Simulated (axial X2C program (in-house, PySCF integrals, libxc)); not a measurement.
Relativistic diatomic calculation, with input and output: PdN⁺

System: PdN⁺, single determinant with Ω = 1.
Method: PBE0, two-component X2C with atomic mean-field Coulomb and Gaunt terms, Pd dyall-cv3z, N dyall-av3z (cores contracted) (axial X2C program (in-house, PySCF integrals, libxc)).

Summary:

```
                 quantity                                                                 value
                  outcome                                                             converged
           bond length rₑ                                                               1.757 Å
                       ωₑ                                                            639.2 cm⁻¹
    energy at the minimum                                                   −5097.25242 hartree
depth below the fragments                                                               1.57 eV
                 hardware  1 thread of Arm Neoverse V1, 24 GiB of memory available, shared host
                wall time                                                                 8.5 s
```

Input:
```
{"zs": [46, 7], "q": 1, "bas": ["dyall-cv3z", "dyall-av3z"], "levels": ["PBE0", "HF", "r2SCAN"], "cc": true, "r0": 1.77, "thr": -2.0, "nmax": 90, "npts": 10, "nst": 2, "ntry": 6}
```

The line is the task of a batch: nuclear charges, charge, bases, the levels to run, a first guess of the distance and further settings. This report covers PBE0 with spin-orbit coupling. The log is that of the reference distance 1.773 Å.

Launched within a batch (the task file carries these settings):
```bash
python <driver script> task.json out
```

Output:
```
two-component X2C + atomic mean field  PBE0
basis functions 207  fitting functions 962  grid points 5076
iter        total energy     max residual
   1      -5097.160366971     1.30e+00
   2      -5097.252303532     3.30e-03
   3      -5097.252315942     1.36e-03
   4      -5097.252339878     2.10e-04
   5      -5097.252338618     3.89e-04
   6      -5097.252340639     5.84e-05
   7      -5097.252340696     3.08e-05
   8      -5097.252340724     1.95e-05
   9      -5097.252340760     9.82e-06
  10      -5097.252340773     2.74e-06
  11      -5097.252340775     6.48e-07
converged
one-electron -7200.61866069  Coulomb 2161.31150190  exact exchange -37.24840880  xc functional -114.18028934  nuclear repulsion 96.10550587  atomic mean-field constant -2.62198972
```

The points of the curve:

| R (Å) | E (hartree) | dipole (D; origin at the first atom, positive when the second is positive) | highest filled (eV) | lowest empty (eV) |
| --- | --- | --- | --- | --- |
| 1.542 | −5097.223847 | −1.00 | −14.26 | −11.08 |
| 1.613 | −5097.241760 | −0.81 | −14.53 | −11.21 |
| 1.667 | −5097.248753 | −0.65 | −14.71 | −11.31 |
| 1.720 | −5097.251883 | −0.47 | −14.87 | −11.38 |
| 1.773 | −5097.252341 | −0.28 | −15.00 | −11.42 |
| 1.835 | −5097.250770 | −0.05 | −15.13 | −11.42 |
| 1.897 | −5097.247967 | 0.19 | −15.23 | −11.38 |
| 1.977 | −5097.243551 | 0.47 | −15.31 | −11.29 |
| 2.074 | −5097.237825 | 0.77 | −15.32 | −11.18 |
| 2.216 | −5097.229915 | 1.09 | −15.11 | −11.07 |

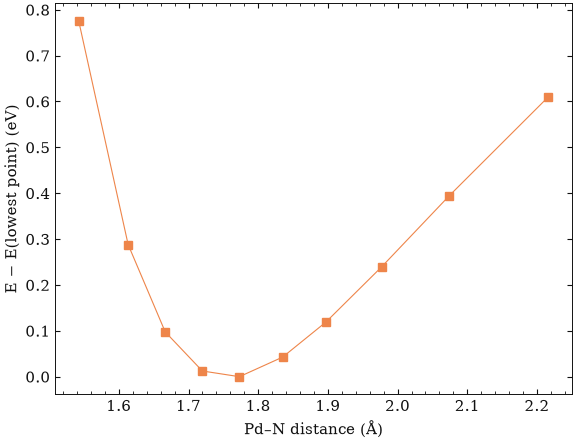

*Energy at 10 bond lengths, for one set of occupations held fixed; the line joins the points.*

A polynomial of degree 6 through 9 points gives rₑ = 1.757 Å, ωₑ = 639.2 cm⁻¹, ωₑxₑ = 13 cm⁻¹ and Bₑ = 0.4413 cm⁻¹. The minimum lies 1.57 eV below Pd⁺ + N, each computed as one determinant at the same level.

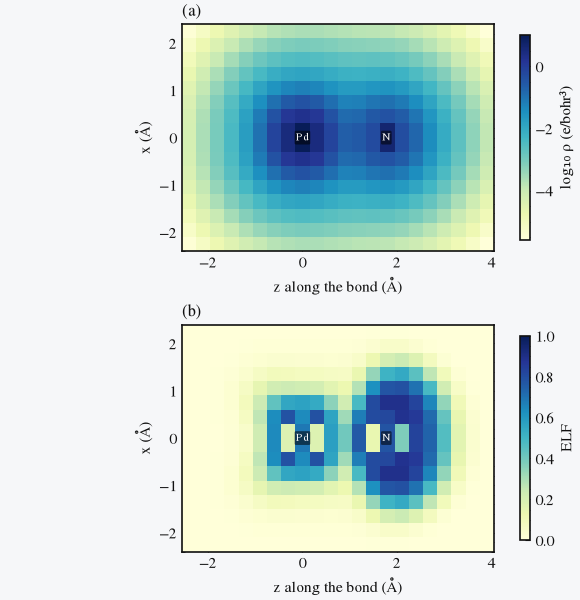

*(a) electron density on a logarithmic scale; (b) electron localisation function, in a plane that holds the axis, at 1.77 Å, on points 0.3 Å apart (one half computed, the other mirrored); the structure near the nuclei is finer than these points.*

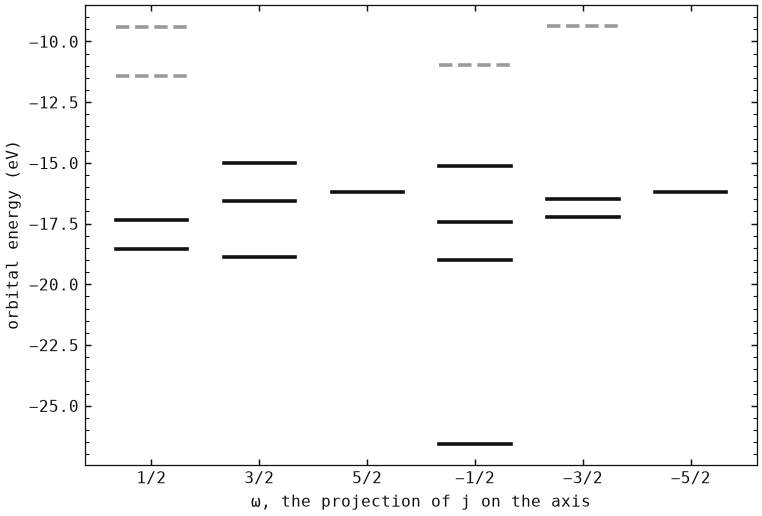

*Orbital energies near the frontier at 1.77 Å, filled (solid) and empty (dashed).*

The highest filled spinor (3/2; 46 % Pd d, 44 % N p) lies at −15.00 eV, the lowest empty one (1/2; 42 % Pd d, 31 % N p) at −11.42 eV.
